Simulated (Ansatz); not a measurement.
**H8NPSi: search for a transition state**

Wanted: the transition state of a four-centre ligand exchange (form Si1–P7, N2–H6 and break Si1–N2, H6–P7). The guess is relaxed with those distances held, a saddle search follows, and vibrations and two downhill relaxations check it.

Computed with Ansatz 0.2.0, Gaussian basis. Level: PBE0-D4, def2-SVP first, then def2-TZVP.

152 further runs of the same task are left out: 152 set aside as unsound or not needed. Runs told in other sessions of the task aren't counted.

## (1) Where the work starts

The guess: 11 atoms, charge 0, spin multiplicity 1.

Atoms are counted from 1 here; the program's logs count them from 0.

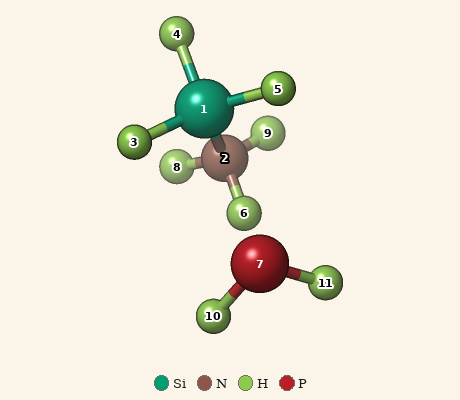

The starting geometry (silicon teal, nitrogen brown, hydrogen green, phosphorus red); atoms are numbered from 1 in the order of the file.

As a file:

```xyz
11
H8NPSi
Si   -1.1134   -0.5187    0.4271
N     0.7374   -0.4050    0.7176
H    -1.7417    0.7413    0.7663
H    -1.3715   -1.3896    1.6069
H    -1.3657   -1.3710   -0.7173
H     0.8523    0.2614   -0.1837
P    -0.0363    1.1535   -1.6310
H     1.0120    0.0434    1.5864
H     1.2418   -1.2826    0.6339
H     0.6826    2.1602   -1.0180
H     1.1027    0.6070   -2.1882
```

Distances that are to change: Si1–P7 2.86 Å, N2–H6 1.13 Å, Si1–N2 1.88 Å, H6–P7 1.92 Å.

## (2) Constrained relaxation of the guess

Contents of hold/in.yaml:

```yaml
crystal:
  periodic: [false, false, false]
  atoms:
    - {symbol: Si, position_ang: [-1.113400, -0.518700, 0.427100]}
    - {symbol: N, position_ang: [0.737400, -0.405000, 0.717600]}
    - {symbol: H, position_ang: [-1.741700, 0.741300, 0.766300]}
    - {symbol: H, position_ang: [-1.371500, -1.389600, 1.606900]}
    - {symbol: H, position_ang: [-1.365700, -1.371000, -0.717300]}
    - {symbol: H, position_ang: [0.852300, 0.261400, -0.183700]}
    - {symbol: P, position_ang: [-0.036300, 1.153500, -1.631000]}
    - {symbol: H, position_ang: [1.012000, 0.043400, 1.586400]}
    - {symbol: H, position_ang: [1.241800, -1.282600, 0.633900]}
    - {symbol: H, position_ang: [0.682600, 2.160200, -1.018000]}
    - {symbol: H, position_ang: [1.102700, 0.607000, -2.188200]}
basis:
  gaussian: {orbitals: def2-SVP}
hamiltonian: {xc: pbe0, dispersion: d4}
relax: {f_tol: 0.04, max_steps: 150, escape_saddle: false, constraints: [{distance: [0, 6]}, {distance: [1, 5]}, {distance: [0, 1]}, {distance: [5, 6]}]}
```

Run with:

```bash
$ ansatz run in.yaml --threads 4 --pin off --events-out ev --progress --plain --max-ram 9574MiB
```

Standard output, cut to the lines that bear on the results:

```text
Functional definition: PBE0
  name "PBE0"
  cite "Adamo & Barone, J. Chem. Phys. 110, 6158 (1999) doi:10.1063/1.478522"
  cite "Perdew, Burke & Ernzerhof, Phys. Rev. Lett. 77, 3865 (1996) doi:10.1103/PhysRevLett.77.3865"
  parent pbe
[...]
942 factors; integrals over basis functions are off by at most 4.0e-4 eV
[...]
mean field -18769.59791754 eV, -689.7700009793 hartree, gradient 8.8e-5 eV, S^2 0.000000; 0 other end points of the search recorded, 0 dependent functions left out
[...]
reference -18769.59794341 eV, -689.7700019299 hartree; 22, 22 occupied and 68, 68 virtual orbitals, 942 factors
relax step   1: F+E_penalty+E_count = -18769.78479287 eV  Δ(F+E_penalty+E_count) = +0.000e0 eV  max|allowed force component| = 1.066e0 eV/Å  Δτ_max = 0.0000 Å  (22 SCF iters, accepted)
[...]
relax step   4: F+E_penalty+E_count = -18769.91965979 eV  Δ(F+E_penalty+E_count) = -7.857e-4 eV  max|allowed force component| = 9.167e-2 eV/Å  Δτ_max = 0.0320 Å  (23 SCF iters, accepted)
[...]
relax step   5: F+E_penalty+E_count = -18769.92158759 eV  Δ(F+E_penalty+E_count) = -1.928e-3 eV  max|allowed force component| = 2.127e-2 eV/Å  Δτ_max = 0.0202 Å  (24 SCF iters, accepted)
  distance Si 0 - P 6 held at 2.862197 Å   reaction = -2.4670e-1 eV/Å
  distance N 1 - H 5 held at 1.126780 Å   reaction = -7.4553e-1 eV/Å
  distance Si 0 - N 1 held at 1.876907 Å   reaction = +1.3154e-2 eV/Å
  distance H 5 - P 6 held at 1.918366 Å   reaction = -4.6250e-1 eV/Å
942 factors; integrals over basis functions are off by at most 4.5e-4 eV
mean field -18769.73688062 eV, -689.7751077780 hartree, gradient 4.4e-5 eV, S^2 0.000000; 1 other end points of the search recorded, 0 dependent functions left out
[...]
reference -18769.73690679 eV, -689.7751087397 hartree; 22, 22 occupied and 68, 68 virtual orbitals, 942 factors
Total energy: -18769.92161376 eV, -689.7818965957 hartree
Atom 0 at    -1.082680    -0.538011     0.455699 Å, force    -0.074633    -0.147676     0.184898 eV/Å
Atom 1 at     0.766273    -0.421598     0.756699 Å, force    -0.055857    -0.446624     0.597115 eV/Å
Atom 2 at    -1.783497     0.738154     0.728062 Å, force    -0.000693     0.000695     0.003915 eV/Å
Atom 3 at    -1.402014    -1.429893     1.635281 Å, force    -0.005599    -0.000883    -0.001372 eV/Å
Atom 4 at    -1.409607    -1.341901    -0.744399 Å, force     0.001520     0.000009    -0.001416 eV/Å
Atom 5 at     0.837135     0.247004    -0.147503 Å, force     0.263162     0.225131    -0.243584 eV/Å
Atom 6 at    -0.028564     1.147431    -1.603500 Å, force    -0.115581     0.359744    -0.523239 eV/Å
Atom 7 at     1.031672     0.024094     1.639653 Å, force    -0.008660     0.021269     0.004109 eV/Å
Atom 8 at     1.271597    -1.308293     0.671143 Å, force    -0.003325    -0.006460    -0.020569 eV/Å
Atom 9 at     0.700646     2.264190    -1.078732 Å, force    -0.000617    -0.001574     0.001392 eV/Å
Atom 10 at     1.099240     0.618724    -2.312404 Å, force     0.000284    -0.003631    -0.001249 eV/Å
Dipole moment:     0.494398    -0.583247     0.929571 e Å
```

Wall time 7 s (4 threads of Arm Neoverse V1, shared host).

The steps of the relaxation:

```tsv
step	energy from step 1 (eV)	largest force component (eV/Å)
1	0.0000	1.0659
2	-0.1256	0.3882
3	-0.1341	0.0920
4	-0.1349	0.0917
5	-0.1368	0.0213
```

Distances of close pairs at the start and the end, largest changes first:

```tsv
bond	before (Å)	after (Å)	change (Å)
P7–H10	1.381	1.433	+0.053
P7–H11	1.381	1.433	+0.052
Si1–H3	1.448	1.481	+0.033
Si1–H5	1.449	1.481	+0.032
Si1–H4	1.489	1.513	+0.024
N2–H8	1.016	1.024	+0.009
N2–H9	1.016	1.024	+0.008
N2–H6	1.127	1.127	+0.000
```

## (3) A starting Hessian

Contents of hessian/in.yaml:

```yaml
crystal:
  periodic: [false, false, false]
  atoms:
    - {symbol: Si, position_ang: [-1.082680, -0.538011, 0.455699]}
    - {symbol: N, position_ang: [0.766273, -0.421598, 0.756699]}
    - {symbol: H, position_ang: [-1.783497, 0.738154, 0.728062]}
    - {symbol: H, position_ang: [-1.402014, -1.429893, 1.635281]}
    - {symbol: H, position_ang: [-1.409607, -1.341901, -0.744399]}
    - {symbol: H, position_ang: [0.837135, 0.247004, -0.147503]}
    - {symbol: P, position_ang: [-0.028564, 1.147431, -1.603500]}
    - {symbol: H, position_ang: [1.031672, 0.024094, 1.639653]}
    - {symbol: H, position_ang: [1.271597, -1.308293, 0.671143]}
    - {symbol: H, position_ang: [0.700646, 2.264190, -1.078732]}
    - {symbol: H, position_ang: [1.099240, 0.618724, -2.312404]}
basis:
  gaussian: {orbitals: def2-SVP}
hamiltonian: {xc: pbe0, dispersion: d4}
phonons: {}
scf: {lower_state_search: off}
```

Run with:

```bash
$ ansatz run in.yaml --threads 4 --pin off --events-out ev --progress --plain --max-ram 9574MiB
```

Standard output, cut to the lines that bear on the results:

```text
[... 5 set-up lines as earlier in the session ...]
[...]
950 factors; integrals over basis functions are off by at most 3.7e-4 eV
[...]
mean field -18769.73688124 eV, -689.7751078010 hartree, gradient 4.6e-6 eV, S^2 0.000000; 0 other end points of the search recorded, 0 dependent functions left out
[...]
reference -18769.73690742 eV, -689.7751087631 hartree; 22, 22 occupied and 68, 68 virtual orbitals, 950 factors
[... from here to the last solve, the lines of the solves are left out (65 solves) ...]
950 factors; integrals over basis functions are off by at most 3.7e-4 eV
[...]
mean field -18769.73687836 eV, -689.7751076952 hartree, gradient 2.2e-6 eV, S^2 0.000000; 0 other end points of the search recorded, 0 dependent functions left out
[...]
WARN: phonons: modes at or below zero, which the zero-point energy, F, S and C_V leave out: 1, the lowest at -489.64 cm⁻¹. A minimum has none, and a first-order saddle one
[...]
Atom 4 at    -1.409607    -1.341901    -0.744399 Å, force     0.001522     0.000012    -0.001413 eV/Å
Atom 5 at     0.837135     0.247004    -0.147503 Å, force     0.263181     0.225129    -0.243580 eV/Å
Atom 6 at    -0.028564     1.147431    -1.603500 Å, force    -0.115618     0.359753    -0.523236 eV/Å
Atom 7 at     1.031672     0.024094     1.639653 Å, force    -0.008663     0.021269     0.004098 eV/Å
Atom 8 at     1.271597    -1.308293     0.671143 Å, force    -0.003329    -0.006439    -0.020570 eV/Å
Atom 9 at     0.700646     2.264190    -1.078732 Å, force    -0.000605    -0.001576     0.001389 eV/Å
Atom 10 at     1.099240     0.618724    -2.312404 Å, force     0.000300    -0.003633    -0.001254 eV/Å
Dipole moment:     0.494397    -0.583248     0.929571 e Å
Vibrations: -489.64 54.98 85.93 228.52 342.56 371.31 416.99 490.74 587.47 614.33 797.79 845.91 882.22 950.80 981.28 1024.37 1083.41 1466.71 1490.99 2003.90 2137.16 2275.95 2311.32 2365.75 2384.63 3469.00 3581.58 cm⁻¹, zero-point energy 2.060964 eV
Checks for a lower state left out: stability, starts, cluster_reference, orbital_swaps, neighbouring_geometries, increment
```

Wall time 46 s (4 threads of Arm Neoverse V1, shared host).

The structure is not stationary yet, so these wavenumbers are no spectrum; the search needs only the force constants.

## (4) Saddle search in the small basis

A small driver takes partitioned rational-function steps: uphill along one mode, downhill along the rest. It calls the program once a step for energy and forces and updates the Hessian by Bofill's formula. It stops when the largest force is under 0.04 eV/Å and the followed curvature is negative. The first step's input:

Contents of presaddle/in.yaml:

```yaml
crystal:
  periodic: [false, false, false]
  atoms:
    - {symbol: Si, position_ang: [-1.082680, -0.538011, 0.455699]}
    - {symbol: N, position_ang: [0.766273, -0.421598, 0.756699]}
    - {symbol: H, position_ang: [-1.783497, 0.738154, 0.728062]}
    - {symbol: H, position_ang: [-1.402014, -1.429893, 1.635281]}
    - {symbol: H, position_ang: [-1.409607, -1.341901, -0.744399]}
    - {symbol: H, position_ang: [0.837135, 0.247004, -0.147503]}
    - {symbol: P, position_ang: [-0.028564, 1.147431, -1.603500]}
    - {symbol: H, position_ang: [1.031672, 0.024094, 1.639653]}
    - {symbol: H, position_ang: [1.271597, -1.308293, 0.671143]}
    - {symbol: H, position_ang: [0.700646, 2.264190, -1.078732]}
    - {symbol: H, position_ang: [1.099240, 0.618724, -2.312404]}
basis:
  gaussian: {orbitals: def2-SVP}
hamiltonian: {xc: pbe0, dispersion: d4}
output: {forces: true}
scf: {lower_state_search: off}
```

Run with:

```bash
$ ansatz run in.yaml --threads 4 --pin off --events-out ev --progress --plain --max-ram 9574MiB
```

The driver's record:

```tsv
step	energy (eV)	largest force (eV/Å)	followed curvature (eV/Å²)
1	-18769.92161	0.5971	-2.58
2	-18769.96268	0.1144	-2.59
3	-18769.96496	0.0200	-2.61
```

The 3 steps took 2.5 s in all (4 threads of Arm Neoverse V1, shared host).

## (5) Saddle search in triple zeta

The search itself is an outer loop (partitioned rational-function steps, Bofill update of the Hessian). Each step is one single-point run with forces. It stops when the largest force is under 0.01 eV/Å and the followed curvature is negative. The first step's input:

Contents of saddle/in.yaml:

```yaml
crystal:
  periodic: [false, false, false]
  atoms:
    - {symbol: Si, position_ang: [-1.099927, -0.552228, 0.469384]}
    - {symbol: N, position_ang: [0.756750, -0.430069, 0.775359]}
    - {symbol: H, position_ang: [-1.805036, 0.718243, 0.751665]}
    - {symbol: H, position_ang: [-1.390223, -1.455390, 1.646570]}
    - {symbol: H, position_ang: [-1.422933, -1.345387, -0.737857]}
    - {symbol: H, position_ang: [0.903907, 0.237726, -0.100719]}
    - {symbol: P, position_ang: [-0.039509, 1.210984, -1.680557]}
    - {symbol: H, position_ang: [1.012603, 0.011688, 1.663866]}
    - {symbol: H, position_ang: [1.259833, -1.318473, 0.688423]}
    - {symbol: H, position_ang: [0.731575, 2.288613, -1.128662]}
    - {symbol: H, position_ang: [1.093161, 0.634192, -2.347471]}
basis:
  gaussian: {orbitals: def2-TZVP}
hamiltonian: {xc: pbe0, dispersion: d4}
output: {forces: true}
scf: {lower_state_search: off}
```

Run with:

```bash
$ ansatz run in.yaml --threads 4 --pin off --events-out ev --progress --plain --max-ram 9574MiB
```

Step by step:

```tsv
step	energy (eV)	largest force (eV/Å)	followed curvature (eV/Å²)
1	-18777.84118	0.2291	-2.61
2	-18777.85128	0.0427	-2.54
3	-18777.85130	0.0066	-2.24
```

The 3 steps took 4.6 s in all (4 threads of Arm Neoverse V1, shared host).

Geometry at the end of the search:

```xyz
11

Si   -1.0841   -0.5537    0.4773
N     0.7497   -0.4414    0.7816
H    -1.7707    0.7220    0.7387
H    -1.3998   -1.4427    1.6464
H    -1.4001   -1.3373   -0.7281
H     0.9031    0.2239   -0.0944
P    -0.0341    1.1948   -1.6706
H     1.0012   -0.0041    1.6661
H     1.2418   -1.3289    0.6984
H     0.7003    2.3000   -1.1488
H     1.0930    0.6673   -2.3667
```

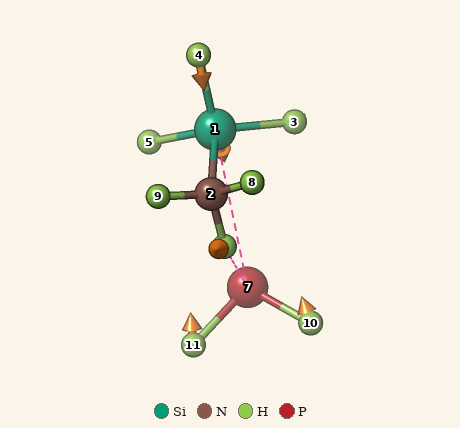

The point found; arrows show the followed mode. Pairs that react are joined by broken lines, hidden where the pair is close enough to be drawn as a bond.

(Part 1 of 2 ends here.)
